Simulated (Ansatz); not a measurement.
## A computed series for hypothetical diamond Bi: pressure series

Take Bi in the diamond structure (space group Fd-3m, No. 227; a hypothetical phase, not in the database extracts checked) as the base.

```
Bi
1.0
    0.00000     3.64472     3.64472
    3.64472     0.00000     3.64472
    3.64472     3.64472     0.00000
Bi
2
Cartesian
  5.46708   5.46708   5.46708
  3.64472   3.64472   3.64472
```

Cell and atoms are relaxed at each pressure.

Calculations: Ansatz (a quantum-chemistry and plane-wave program) PBE, no spin-orbit coupling.

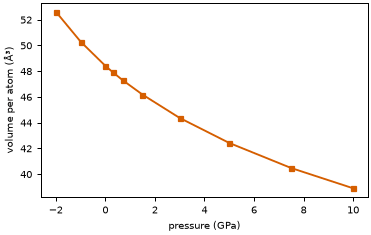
*Volume per atom against pressure*

**Question.** From the plot, what is the volume per atom for pressure 7.5 GPa?

**Answer.** About 40 Å³.

**Question.** Is the trend monotonic over the range shown?

**Answer.** Yes, it falls throughout, spanning 38.90 Å³ to 52.63 Å³.

Load acts through the strain it causes; cell and atoms are relaxed under it. Stability against distortions was not tested. No other phases were tried under pressure.
